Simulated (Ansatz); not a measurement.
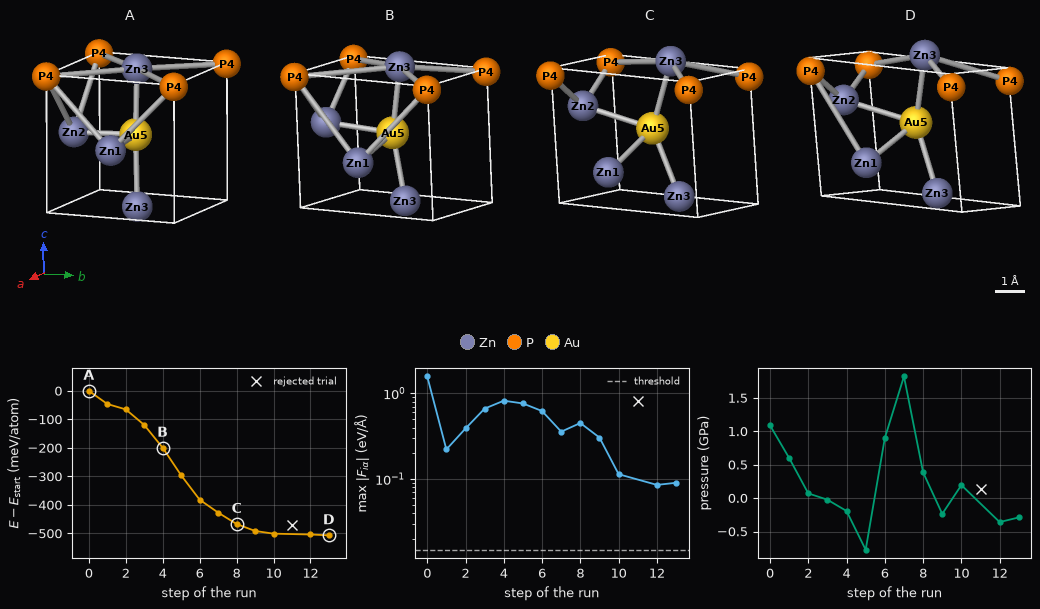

Frames of a relaxation of crystalline Zn$_{3}$PAu (built on the cubic perovskite type) (coarse preliminary run), marked on the history of the run. Style: ball-and-stick. Shown: the cell of the calculation, slightly off an axis.

Level of theory: DFT PBE, scalar-relativistic, plane waves, PAW (Ansatz). Set-up: plane-wave cutoff 420 eV; k-point mesh 6 × 6 × 6; occupations gaussian; smearing width 0.1 eV; no spin polarisation; cell and atoms relaxed; force threshold 0.015 eV/Å; at most 120 steps.

> Describe the path.

The run was cut off at its time limit before the relaxation converged, so the last structure is only a point on the way. The atom that moves furthest relative to the cell is Zn1 (1.26 Å along [0 −2 −3]). By element the largest moves are Zn 1.26 Å, P 0.44 Å, Au 0.30 Å. Cell: a 4.814 → 4.174 Å (−13.3 %), b 4.790 → 5.123 Å (+7.0 %), c 4.902 → 4.998 Å (+2.0 %), α 90.5° → 97.2°, β 89.6° → 77.9°, γ 91.0° → 103.5°. Volume −10.4 %. Some distances before and after: Zn2–P4 3.492 → 4.911 Å, Zn2–P4 (another image) 3.405 → 2.367 Å, Zn1–P4 3.376 → 2.351 Å, Zn2–P4 (another image) 3.369 → 2.381 Å. Bond angles that change, for instance: Zn1–Au5–Zn1 171.7° → 106.4°, Au5–Zn1–Au5 171.7° → 106.4°, Zn1–Au5–Zn3 95.3° → 142.3°. The space group stays P1 (No. 1). The energy falls by 507 meV per atom in 12 accepted moves (13 points after the start). The largest force component goes from 1.6 to 0.091 eV/Å. The pressure goes from 1.09 to −0.29 GPa. The line search rejected the trial step at point 11 of the run. From step 0 to 4: Zn1 moves most (0.55 Å), volume −4.5 %, energy −200 meV per atom. From step 4 to 8: Zn1 moves most (0.67 Å), volume −6.6 %, energy −267 meV per atom. From step 8 to 13: Zn2 moves most (0.30 Å), volume +0.5 %, energy −39.8 meV per atom.

```
step  E − E(0), meV/atom  largest force component, eV/Å  pressure, GPa  volume, Å³/atom      note
   0                0.00                         1.5793           1.09           22.603          
   1              -45.99                         0.2221           0.60           22.370          
   2              -65.00                         0.3899           0.07           22.388          
   3             -119.60                         0.6653          -0.02           22.023          
   4             -199.67                         0.8225          -0.19           21.594          
   5             -296.30                         0.7640          -0.77           21.285          
   6             -381.65                         0.6230           0.90           20.451          
   7             -426.91                         0.3580           1.82           20.161          
   8             -466.92                         0.4517           0.39           20.162          
   9             -491.31                         0.3055          -0.24           20.120          
  10             -500.77                         0.1142           0.19           19.863          
  11             -470.63                         0.8222           0.14           20.026  rejected
  12             -503.68                         0.0857          -0.36           20.147          
  13             -506.69                         0.0907          -0.29           20.261
```

Limits of the set-up: layers or molecules are held without a dispersion correction, so their spacing is unreliable.
